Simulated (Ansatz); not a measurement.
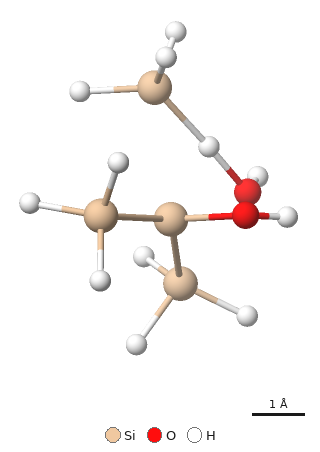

Si4H12O2, before the constrained relaxation. The picture is a ball-and-stick view, seen from a free direction.

The reaction that was planned forms Si1–O7, Si2–H6 and breaks Si1–Si2, H6–O7 (atoms numbered from 1 in input order).

Computed with RKS PBE0-D4/def2-SVP (Ansatz).

Input file:
```yaml
crystal:
  periodic: [false, false, false]
  atoms:
    - {symbol: Si, position_ang: [-0.266700, 0.551500, -0.382100]}
    - {symbol: Si, position_ang: [1.395300, -1.605700, -0.125900]}
    - {symbol: Si, position_ang: [-0.676400, 0.462200, -2.669400]}
    - {symbol: Si, position_ang: [-1.501300, 0.542500, 1.600300]}
    - {symbol: O, position_ang: [0.791600, 1.795300, -0.362000]}
    - {symbol: H, position_ang: [0.969000, -0.581300, 1.241200]}
    - {symbol: O, position_ang: [0.611100, 0.179500, 2.242400]}
    - {symbol: H, position_ang: [2.322100, -2.400600, 0.702300]}
    - {symbol: H, position_ang: [0.442500, -2.598300, -0.636800]}
    - {symbol: H, position_ang: [2.232600, -1.216800, -1.265300]}
    - {symbol: H, position_ang: [-1.540700, 1.552600, -3.142100]}
    - {symbol: H, position_ang: [0.519500, 0.502500, -3.517000]}
    - {symbol: H, position_ang: [-1.377000, -0.788400, -2.983400]}
    - {symbol: H, position_ang: [-1.724400, -0.770300, 2.205500]}
    - {symbol: H, position_ang: [-1.266300, 1.684500, 2.480400]}
    - {symbol: H, position_ang: [-2.880700, 0.841400, 1.089500]}
    - {symbol: H, position_ang: [1.151900, 2.122400, 0.459400]}
    - {symbol: H, position_ang: [0.798000, -0.273100, 3.062800]}
basis:
  gaussian: {orbitals: def2-SVP}
hamiltonian: {xc: pbe0, dispersion: d4}
relax: {f_tol: 0.04, max_steps: 150, escape_saddle: false, constraints: [{distance: [0, 6]}, {distance: [1, 5]}, {distance: [0, 1]}, {distance: [5, 6]}]}
```

Command:
```bash
ansatz run in.yaml --threads 4 --pin off --events-out ev --progress --plain --max-ram 46080MiB --backend cuda --devices 0, --max-vram 37GiB
```

What does the optimiser find from here?

H8 moves most after the best rigid fit: 1.15 Å. By element the largest moves are H 1.15 Å, O 0.97 Å, Si 0.36 Å. Among the contacts that change: Si4–O7 2.237 → 3.272 Å, Si1–H6 2.334 → 2.081 Å, Si4–H14 1.463 → 1.496 Å, Si4–H15 1.461 → 1.493 Å. Among the angles between lasting bonds that change: H6–Si2–H10 126.0° → 99.3°, H6–Si2–H9 120.4° → 143.5°, Si3–Si1–Si4 137.9° → 118.5°. After 19 accepted moves (22 points after the start) the energy has fallen by 0.762 eV. Largest force component: 0.81 eV/Å at the start, 0.035 eV/Å at the end. The line search rejected the trial steps at points 9, 17, 19 of the run.

The structure at the end:

```xyz
18

Si   -0.1240    0.6592   -0.3313
Si    1.3090   -1.6640   -0.1569
Si   -0.8168    0.4992   -2.5669
Si   -1.7388    0.4178    1.3633
O     0.8912    1.9500   -0.1485
H     1.1369   -0.3385    0.9892
O     1.4802    0.4822    1.9473
H     1.2469   -2.4735    1.1003
H     0.5891   -2.4383   -1.2209
H     2.7234   -1.4409   -0.5734
H    -1.5676    1.7258   -2.9740
H     0.3677    0.3133   -3.4578
H    -1.7160   -0.6903   -2.6774
H    -1.4748   -0.8363    2.1352
H    -1.6492    1.5946    2.2782
H    -3.1243    0.3356    0.8027
H     1.2815    1.8851    0.7484
H     1.1858    0.0188    2.7423
```

After the run, drawn alike:

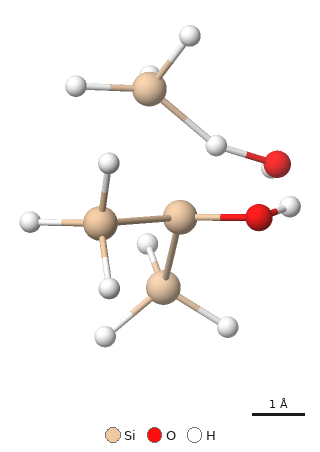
